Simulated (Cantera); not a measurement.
Feed: 1 mol Si3N4, 0.056 mol N2O, 430 mol H2, at 46.0 Pa.

Equilibrium computed with Cantera from the NASA thermochemical tables; the gas is ideal and each condensed phase is pure. Candidate condensed phases: H2O, Si, SiO2, Si2N2O, Si3N4; 35 gas species. Mutual solubility and eutectic melting of coexisting phases are not modelled. Gases not in the tables: Si2H6 and higher silanes. Equilibrium is a limit: real reactors are often held back by kinetics, nucleation or transport.

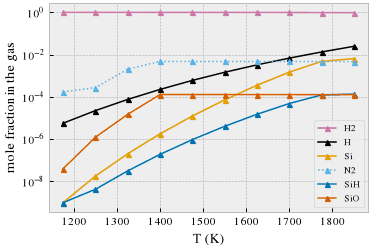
Equilibrium gas composition (values under 1e-9 drawn at 1e-9)

Q: Read off the mole fractions at 1325 K.

A: H2 about 1.00, N2 about 0.0021, H about 7.6e-5, SiO about 1.5e-5, Si about 2.1e-7, SiH about 3.2e-8.
